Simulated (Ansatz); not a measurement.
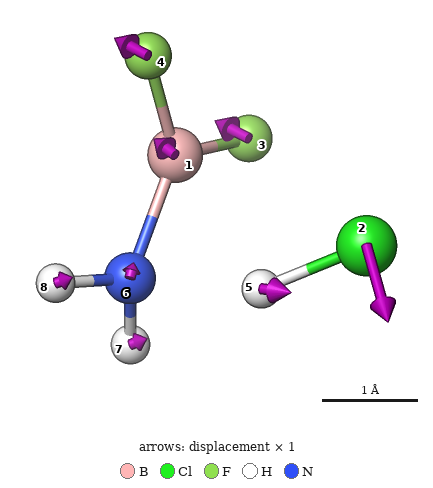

A relaxation of BNH$_{3}$ClF$_{2}$ (started from a transition state, displaced along its imaginary mode). The starting structure is drawn; purple arrows show the displacements, at their true length. The two geometries are superimposed by the best rigid fit.

The picture is a ball-and-stick view, seen at a tilt.

Method: RKS PBE0-D4/def2-TZVP (Ansatz). (force threshold 0.005 eV/Å; at most 200 steps)

Which element moves most?

Answer. Chlorine: up to 1.00 Å, against 0.51 Å for fluorine.

Describe the change and its energy.

Answer. The energy falls by 8.96 kcal/mol in 11 geometry steps. The largest force component goes from 2.2 to 0.0023 eV/Å. Cl2 moves most after the best rigid fit: 1.00 Å. Largest moves by element: Cl 1.00 Å, F 0.51 Å, H 0.39 Å, B 0.36 Å, N 0.19 Å. Near-neighbour distances that change, for instance: B1–Cl2 2.760 → 3.940 Å, Cl2–H5 1.272 → 1.298 Å, B1–N6 1.422 → 1.408 Å. Bond angles that change, for instance: B1–N6–H7 117.2° → 120.5°.
